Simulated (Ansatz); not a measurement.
Nudged elastic band, with input and output: CH$_{8}$AlBGe

CH$_{8}$AlBGe, computed with RKS PBE0/def2-SVP (Ansatz 0.2.0).

It belongs to a series of runs on one base structure; here: band between the two ends. Figures and captions count atoms from 1; the log counts them from 0 in places.

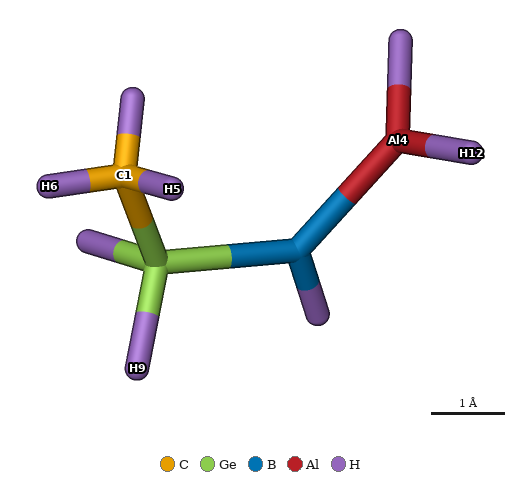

Figure 1. The starting structure (stick view, seen at a tilt; atoms are numbered from 1 in the order of the input). Sticks mark near contacts.

## Summary

| quantity | value |
| --- | --- |
| outcome | converged |
| barrier, forward | 0.209 eV |
| barrier, backward | 0.212 eV |
| hardware | 2 threads of Arm Neoverse V1, 24 GiB of memory available, shared host |
| wall time | 3.8 min (CPU time 7.4 min) |
| peak memory | 0.29 GiB |

## Remarks

The order of the saddle point was not checked.

## The input
```yaml
crystal:
  periodic: [false, false, false]
  atoms:
    - { symbol: C, position_ang: [-0.54777, 1.750527, -0.491682] }
    - { symbol: Ge, position_ang: [-0.024828, 0.732294, 1.1024] }
    - { symbol: B, position_ang: [0.590707, -1.212387, 0.762768] }
    - { symbol: Al, position_ang: [0.42382, -2.271926, -1.053214] }
    - { symbol: H, position_ang: [0.297124, 1.834653, -1.191945] }
    - { symbol: H, position_ang: [-0.868839, 2.765984, -0.216559] }
    - { symbol: H, position_ang: [-1.383202, 1.25429, -1.009407] }
    - { symbol: H, position_ang: [-1.245975, 0.650953, 2.055996] }
    - { symbol: H, position_ang: [1.070932, 1.521638, 1.860139] }
    - { symbol: H, position_ang: [1.057964, -1.737936, 1.754127] }
    - { symbol: H, position_ang: [-0.895592, -3.100284, -1.406877] }
    - { symbol: H, position_ang: [1.60256, -2.242908, -2.131645] }
basis:
  gaussian: { orbitals: def2-SVP }
hamiltonian:
  xc: pbe0
neb:
  order_check: false
  images: 5
  f_tol: 0.05
  max_iterations: 60
  final_atoms:
    - { symbol: C, position_ang: [-0.59520527, 2.27166719, -0.12179724] }
    - { symbol: Ge, position_ang: [-0.15385844, 0.55312329, 0.71685638] }
    - { symbol: B, position_ang: [0.73686702, -0.82481137, -0.53992656] }
    - { symbol: Al, position_ang: [0.46998592, -2.91269684, -0.40190518] }
    - { symbol: H, position_ang: [0.29926677, 2.70156293, -0.59541204] }
    - { symbol: H, position_ang: [-0.97269011, 2.9781106, 0.63148136] }
    - { symbol: H, position_ang: [-1.36848372, 2.13720019, -0.89217208] }
    - { symbol: H, position_ang: [-1.4117125, 0.01201311, 1.43957423] }
    - { symbol: H, position_ang: [0.90338102, 0.79935674, 1.82831641] }
    - { symbol: H, position_ang: [1.48217544, -0.32642972, -1.35987916] }
    - { symbol: H, position_ang: [-0.66923194, -3.6400605, -1.25493621] }
    - { symbol: H, position_ang: [1.35640682, -3.80413762, 0.58390109] }
  initial_path:
    images:
      - { positions_ang: [[-0.54777, 1.750527, -0.491682], [-0.024828, 0.732294, 1.1024], [0.590707, -1.212387, 0.762768], [0.42382, -2.271926, -1.053214], [0.297124, 1.834653, -1.191945], [-0.868839, 2.765984, -0.216559], [-1.383202, 1.25429, -1.009407], [-1.245975, 0.650953, 2.055996], [1.070932, 1.521638, 1.860139], [1.057964, -1.737936, 1.754127], [-0.895592, -3.100284, -1.406877], [1.60256, -2.242908, -2.131645]] }
      - { positions_ang: [[-0.52760367, 1.74283886, -0.47239345], [-0.08613034, 0.73979167, 1.12680988], [0.70132253, -1.08627951, 0.75164148], [0.40957402, -2.25300307, -0.91480244], [0.34226583, 1.92508534, -1.09150039], [-0.9694639, 2.73250248, -0.21662154], [-1.26493644, 1.21232177, -1.06731576], [-1.3359732, 0.52847131, 1.95465904], [0.88679914, 1.5738295, 1.99091843], [1.4088082, -1.77334221, 1.09969246], [-0.96975527, -2.7434123, -1.38099056], [1.48199409, -2.65390584, -1.74599615]] }
      - { positions_ang: [[-0.50743734, 1.73515072, -0.4531049], [-0.14743269, 0.74728934, 1.15121976], [0.81193806, -0.96017202, 0.74051496], [0.39532805, -2.23408013, -0.77639088], [0.38740767, 2.01551768, -0.99105578], [-1.07008879, 2.69902095, -0.21668408], [-1.14667088, 1.17035355, -1.12522453], [-1.4259714, 0.40598963, 1.85332207], [0.70266628, 1.626021, 2.12169786], [1.7596524, -1.80874843, 0.44525792], [-1.04391854, -2.3865406, -1.35510412], [1.36142818, -3.06490368, -1.3603473]] }
      - { positions_ang: [[-0.48727102, 1.72746258, -0.43381635], [-0.20873503, 0.75478701, 1.17562964], [0.92255359, -0.83406453, 0.72938845], [0.38108207, -2.2151572, -0.63797931], [0.4325495, 2.10595002, -0.89061117], [-1.17071369, 2.66553943, -0.21674662], [-1.02840532, 1.12838532, -1.18313329], [-1.51596959, 0.28350794, 1.75198511], [0.51853343, 1.6782125, 2.25247729], [2.11049661, -1.84415464, -0.20917662], [-1.11808181, -2.0296689, -1.32921767], [1.24086227, -3.47590152, -0.97469845]] }
      - { positions_ang: [[-0.5232491, 1.90886411, -0.32980998], [-0.19044283, 0.68756577, 1.02270522], [0.86065806, -0.83098014, 0.30628344], [0.41071669, -2.44767041, -0.55928793], [0.38812192, 2.30448766, -0.79221146], [-1.10470583, 2.76972982, 0.06599604], [-1.14176479, 1.46465694, -1.08614622], [-1.48121723, 0.19300967, 1.64784815], [0.64681596, 1.38526058, 2.11109033], [1.90105622, -1.33824633, -0.59274413], [-0.96846519, -2.5664661, -1.30445719], [1.27937712, -3.58531355, -0.45516527]] }
      - { positions_ang: [[-0.55922719, 2.09026565, -0.22580361], [-0.17215064, 0.62034453, 0.8697808], [0.79876254, -0.82789576, -0.11682156], [0.4403513, -2.68018363, -0.48059656], [0.34369435, 2.50302529, -0.69381175], [-1.03869797, 2.87392021, 0.3487387], [-1.25512425, 1.80092857, -0.98915915], [-1.44646487, 0.10251139, 1.54371119], [0.77509849, 1.09230866, 1.96970337], [1.69161583, -0.83233802, -0.97631165], [-0.81884856, -3.1032633, -1.2796967], [1.31789197, -3.69472559, 0.06436791]] }
      - { positions_ang: [[-0.59520527, 2.27166719, -0.12179724], [-0.15385844, 0.55312329, 0.71685638], [0.73686702, -0.82481137, -0.53992656], [0.46998592, -2.91269684, -0.40190518], [0.29926677, 2.70156293, -0.59541204], [-0.97269011, 2.9781106, 0.63148136], [-1.36848372, 2.13720019, -0.89217208], [-1.4117125, 0.01201311, 1.43957423], [0.90338102, 0.79935674, 1.82831641], [1.48217544, -0.32642972, -1.35987916], [-0.66923194, -3.6400605, -1.25493621], [1.35640682, -3.80413762, 0.58390109]] }
```

Run as:
```bash
ansatz run input.yaml --threads 2 --pin off --max-ram 3072MiB --backend cpu --events-out ev --progress --plain --runs-dir out
```

## Output
```
Engine: ansatz 0.2.0, aarch64-unknown-linux-gnu
Functional definition: PBE0
  parameter a = 0.25
  parameter kappa = 0.804
  parameter beta = 0.06672455060314922
  exchange = (1 - a)*pbe_x(kappa = kappa, mu = beta*pi^2/3) + a*exact_x
  correlation = pbe_c(beta = beta)
1275 factors; integrals over basis functions are off by at most 3.2e-4 eV
mean field evaluation 1: about -64929.4412 eV, gradient 4.3e1 eV
mean field evaluation 2: about -64928.3440 eV, gradient 4.6e1 eV
mean field evaluation 4: about -64933.8980 eV, gradient 1.1e0 eV
mean field evaluation 8: about -64933.9126 eV, gradient 1.1e-2 eV
mean field -64933.91256108 eV, -2386.2772728328 hartree, gradient 3.8e-5 eV, S^2 0.000000; 0 other end points of the search recorded, 0 dependent functions left out
the calculation of the forces begins
reference -64933.91259730 eV, -2386.2772741639 hartree; 32, 32 occupied and 86, 86 virtual orbitals, 1275 factors
1275 factors; integrals over basis functions are off by at most 4.8e-4 eV
mean field evaluation 16: about -64927.9144 eV, gradient 4.8e1 eV
mean field -64933.91568907 eV, -2386.2773877846 hartree, gradient 1.2e-5 eV, S^2 0.000000; 0 other end points of the search recorded, 0 dependent functions left out
[... from here on the field's lines of each further geometry are left out, up to the last ...]
NEB iter   1: max|band force component| = 4.483e0 eV/Å  barrier→ = 3.6732 eV  barrier← = 3.6763 eV  Δτ_max = 0.2000 Å  (190 SCF iters)
NEB iter   2: max|band force component| = 2.644e0 eV/Å  barrier→ = 2.1312 eV  barrier← = 2.1343 eV  Δτ_max = 0.2000 Å  (148 SCF iters)
NEB iter   3: max|band force component| = 1.563e0 eV/Å  barrier→ = 1.1930 eV  barrier← = 1.1961 eV  Δτ_max = 0.2000 Å  (146 SCF iters)
NEB iter   4: max|band force component| = 1.934e0 eV/Å  barrier→ = 0.7985 eV  barrier← = 0.8016 eV  Δτ_max = 0.1001 Å  (141 SCF iters)
NEB iter   5: max|band force component| = 7.285e-1 eV/Å  barrier→ = 0.5700 eV  barrier← = 0.5732 eV  Δτ_max = 0.1987 Å  (135 SCF iters)
NEB iter   6: max|band force component| = 5.422e-1 eV/Å  barrier→ = 0.3384 eV  barrier← = 0.3416 eV  CI = image 3  Δτ_max = 0.1999 Å  (137 SCF iters)
NEB iter   7: max|band force component| = 4.499e-1 eV/Å  barrier→ = 0.2230 eV  barrier← = 0.2261 eV  CI = image 2  Δτ_max = 0.1962 Å  (137 SCF iters)
NEB iter   8: max|band force component| = 2.888e-1 eV/Å  barrier→ = 0.2186 eV  barrier← = 0.2217 eV  CI = image 2  Δτ_max = 0.2000 Å  (136 SCF iters)
NEB iter   9: max|band force component| = 4.037e-1 eV/Å  barrier→ = 0.2273 eV  barrier← = 0.2304 eV  CI = image 2  Δτ_max = 0.0827 Å  (134 SCF iters)
NEB iter  10: max|band force component| = 1.432e-1 eV/Å  barrier→ = 0.2114 eV  barrier← = 0.2145 eV  CI = image 2  Δτ_max = 0.0816 Å  (132 SCF iters)
NEB iter  11: max|band force component| = 5.828e-2 eV/Å  barrier→ = 0.2096 eV  barrier← = 0.2127 eV  CI = image 2  Δτ_max = 0.0341 Å  (127 SCF iters)
the calculation of the forces begins
reference -64933.90843979 eV, -2386.2771213782 hartree; 32, 32 occupied and 86, 86 virtual orbitals, 1275 factors
1275 factors; integrals over basis functions are off by at most 4.0e-4 eV
mean field -64933.70366748 eV, -2386.2695961346 hartree, gradient 6.5e-5 eV, S^2 0.000000; 1 other end points of the search recorded, 0 dependent functions left out
the calculation of the forces begins
reference -64933.70370319 eV, -2386.2695974471 hartree; 32, 32 occupied and 86, 86 virtual orbitals, 1275 factors
NEB iter  12: max|band force component| = 4.660e-2 eV/Å  barrier→ = 0.2089 eV  barrier← = 0.2120 eV  CI = image 2  Δτ_max = 0.0000 Å  (261 SCF iters)
```

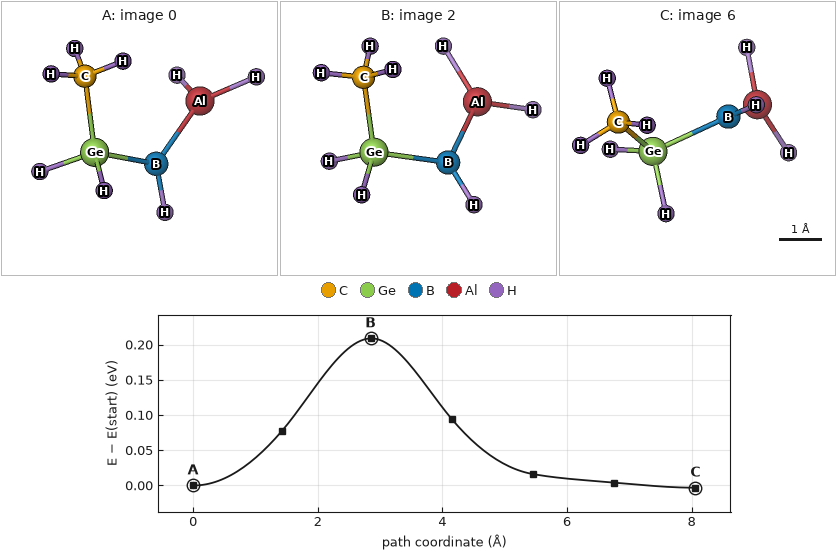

Figure 2. Images of the last band (counted from 0; ball-and-stick, seen at a tilt) above the energy along the path; the line is a cubic interpolation that uses the forces. The highest image is number 2, 0.209 eV above the start and 0.212 eV above the end (the climbing image); the end lies 0.003 eV below the start. The path is 8.06 Å long. The band converged in 12 iterations.

```
Total energy: -64933.70370319 eV, -2386.2695974471 hartree
Atom 0 at    -0.599858     1.754241    -0.460913 Å, force    -0.000973    -0.000933     0.011500 eV/Å
Atom 1 at     0.016788     0.720913     1.093315 Å, force    -0.000824     0.008435     0.010201 eV/Å
Atom 2 at     1.036536    -0.995637     0.582152 Å, force     0.004892    -0.007961    -0.007372 eV/Å
Atom 3 at     0.280964    -2.332040    -0.941372 Å, force     0.009464    -0.010779    -0.008040 eV/Å
Atom 4 at     0.255510     2.179330    -1.005931 Å, force    -0.001131    -0.003798    -0.003226 eV/Å
Atom 5 at    -1.245120     2.581479    -0.132040 Å, force     0.001681    -0.004759    -0.000023 eV/Å
Atom 6 at    -1.171756     1.111606    -1.145872 Å, force    -0.002268    -0.001492    -0.004882 eV/Å
Atom 7 at    -1.245286     0.212427     1.847286 Å, force     0.005375     0.004810     0.002903 eV/Å
Atom 8 at     0.755928     1.671203     2.064279 Å, force     0.002686     0.004822    -0.001612 eV/Å
Atom 9 at     2.043148    -1.273286     1.199520 Å, force    -0.017119     0.006590     0.003425 eV/Å
Atom 10 at    -1.047186    -1.974668    -1.755110 Å, force    -0.000840     0.004696    -0.003450 eV/Å
Atom 11 at     0.997234    -3.710669    -1.311214 Å, force    -0.000943     0.000371     0.000577 eV/Å
Dipole moment:     0.068150     0.090118    -0.042214 e Å
this run last wrote the band of iteration 12 to [file]
```

## The last band as extended XYZ (Å, eV, eV/Å)
```
12
Properties=species:S:1:pos:R:3:forces:R:3 image=0 energy=-64933.91256
C    -0.5478    1.7505   -0.4917   -0.0115  -0.0003  -0.0029
Ge   -0.0248    0.7323    1.1024    0.0111  -0.0005   0.0027
B     0.5907   -1.2124    0.7628   -0.0079   0.0068   0.0181
Al    0.4238   -2.2719   -1.0532    0.0137  -0.0194   0.0032
H     0.2971    1.8347   -1.1919   -0.0085   0.0008   0.0079
H    -0.8688    2.7660   -0.2166    0.0019  -0.0120  -0.0077
H    -1.3832    1.2543   -1.0094    0.0125   0.0108   0.0053
H    -1.2460    0.6510    2.0560    0.0056  -0.0012  -0.0029
H     1.0709    1.5216    1.8601   -0.0032   0.0000  -0.0024
H     1.0580   -1.7379    1.7541   -0.0064   0.0056  -0.0133
H    -0.8956   -3.1003   -1.4069   -0.0090   0.0035  -0.0035
H     1.6026   -2.2429   -2.1316    0.0017   0.0059  -0.0045
12
Properties=species:S:1:pos:R:3:forces:R:3 image=1 energy=-64933.83516
C    -0.5461    1.7974   -0.4822    0.0124  -0.0101  -0.0026
Ge    0.0283    0.7367    1.0643   -0.0049   0.0137  -0.0066
B     0.8427   -1.1126    0.6812   -0.0164  -0.0308   0.0114
Al    0.3528   -2.3131   -1.0034    0.0119   0.0003  -0.0066
H     0.3237    2.1844   -1.0332   -0.0027  -0.0025  -0.0036
H    -1.1552    2.6522   -0.1553    0.0016   0.0075  -0.0038
H    -1.1503    1.1822   -1.1658   -0.0036   0.0085   0.0007
H    -1.2501    0.2952    1.8399    0.0131   0.0149   0.0037
H     0.8352    1.6343    2.0294    0.0180   0.0047  -0.0088
H     1.5051   -1.5663    1.5922   -0.0442  -0.0152   0.0218
H    -1.1728   -2.5248   -1.4283   -0.0146  -0.0447   0.0363
H     1.4636   -3.0207   -1.9048    0.0293   0.0537  -0.0420
12
Properties=species:S:1:pos:R:3:forces:R:3 image=2 energy=-64933.70367
C    -0.5999    1.7542   -0.4609   -0.0010  -0.0009   0.0115
Ge    0.0168    0.7209    1.0933   -0.0008   0.0084   0.0102
B     1.0365   -0.9956    0.5822    0.0049  -0.0080  -0.0074
Al    0.2810   -2.3320   -0.9414    0.0095  -0.0108  -0.0080
H     0.2555    2.1793   -1.0059   -0.0011  -0.0038  -0.0032
H    -1.2451    2.5815   -0.1320    0.0017  -0.0048   0.0000
H    -1.1718    1.1116   -1.1459   -0.0023  -0.0015  -0.0049
H    -1.2453    0.2124    1.8473    0.0054   0.0048   0.0029
H     0.7559    1.6712    2.0643    0.0027   0.0048  -0.0016
H     2.0431   -1.2733    1.1995   -0.0171   0.0066   0.0034
H    -1.0472   -1.9747   -1.7551   -0.0008   0.0047  -0.0034
H     0.9972   -3.7107   -1.3112   -0.0009   0.0004   0.0006
12
Properties=species:S:1:pos:R:3:forces:R:3 image=3 energy=-64933.81844
C    -0.6016    1.7361   -0.4130    0.0008  -0.0046   0.0226
Ge   -0.0219    0.6750    1.1488   -0.0134  -0.0094  -0.0219
B     1.0934   -0.8775    0.3678    0.0269   0.0016   0.0283
Al    0.2429   -2.4161   -0.8283   -0.0157   0.0054  -0.0158
H     0.2630    2.1344   -0.9627    0.0090   0.0007   0.0063
H    -1.2178    2.5802   -0.0725   -0.0070   0.0147   0.0041
H    -1.1980    1.1146   -1.0964    0.0002  -0.0009   0.0022
H    -1.3005    0.1870    1.8711   -0.0056  -0.0123   0.0072
H     0.7313    1.6065    2.1266   -0.0054  -0.0176   0.0077
H     2.2961   -0.7975    0.5121    0.0101   0.0393  -0.0648
H    -0.7580   -2.0317   -2.0150    0.0428   0.0006  -0.0406
H     0.5481   -3.9660   -0.6044   -0.0428  -0.0176   0.0647
12
Properties=species:S:1:pos:R:3:forces:R:3 image=4 energy=-64933.89639
C    -0.6661    1.8846   -0.3338    0.0045  -0.0162   0.0191
Ge    0.0113    0.6369    1.0359    0.0165  -0.0087  -0.0120
B     1.1102   -0.7962    0.0237   -0.0255   0.0052   0.0229
Al    0.2846   -2.6098   -0.6664   -0.0061   0.0161  -0.0239
H     0.1643    2.3126   -0.9128   -0.0022   0.0122   0.0025
H    -1.2156    2.7010    0.1559   -0.0034   0.0071  -0.0040
H    -1.3471    1.3643   -1.0223    0.0013   0.0077  -0.0045
H    -1.2105    0.0650    1.7949    0.0004  -0.0014   0.0002
H     0.8504    1.4334    2.0627   -0.0022  -0.0035  -0.0056
H     2.2458   -0.4507   -0.2299    0.0044  -0.0021  -0.0132
H    -0.6075   -2.6088   -1.9946    0.0115  -0.0130  -0.0003
H     0.4571   -3.9873    0.1207    0.0008  -0.0033   0.0191
12
Properties=species:S:1:pos:R:3:forces:R:3 image=5 energy=-64933.90840
C    -0.6523    2.0998   -0.2372    0.0021   0.0015  -0.0002
Ge   -0.0343    0.6005    0.8758   -0.0009  -0.0030  -0.0010
B     0.9544   -0.8032   -0.2814   -0.0001   0.0028   0.0002
Al    0.3494   -2.8078   -0.5164    0.0005  -0.0012  -0.0017
H     0.1980    2.5670   -0.7539    0.0011   0.0030   0.0007
H    -1.1446    2.8545    0.3926    0.0006   0.0027   0.0025
H    -1.3730    1.7499   -0.9900   -0.0002   0.0020  -0.0004
H    -1.2529    0.0359    1.6457   -0.0022   0.0015   0.0023
H     0.9487    1.1461    1.9422   -0.0028  -0.0015  -0.0012
H     1.9222   -0.3386   -0.8498   -0.0023  -0.0032  -0.0033
H    -0.7120   -3.1959   -1.6473    0.0016  -0.0042  -0.0003
H     0.8735   -3.9633    0.4537    0.0024  -0.0004   0.0025
12
Properties=species:S:1:pos:R:3:forces:R:3 image=6 energy=-64933.91569
C    -0.5952    2.2717   -0.1218    0.0019  -0.0013  -0.0042
Ge   -0.1539    0.5531    0.7169   -0.0019   0.0063   0.0014
B     0.7369   -0.8248   -0.5399    0.0005  -0.0127   0.0038
Al    0.4700   -2.9127   -0.4019    0.0018   0.0038  -0.0009
H     0.2993    2.7016   -0.5954   -0.0055  -0.0018   0.0031
H    -0.9727    2.9781    0.6315   -0.0013   0.0005  -0.0028
H    -1.3685    2.1372   -0.8922    0.0062   0.0011   0.0062
H    -1.4117    0.0120    1.4396    0.0033   0.0017  -0.0016
H     0.9034    0.7994    1.8283   -0.0030  -0.0011  -0.0033
H     1.4822   -0.3264   -1.3599   -0.0015   0.0035  -0.0007
H    -0.6692   -3.6401   -1.2549   -0.0009   0.0000  -0.0003
H     1.3564   -3.8041    0.5839    0.0005   0.0001  -0.0008
```
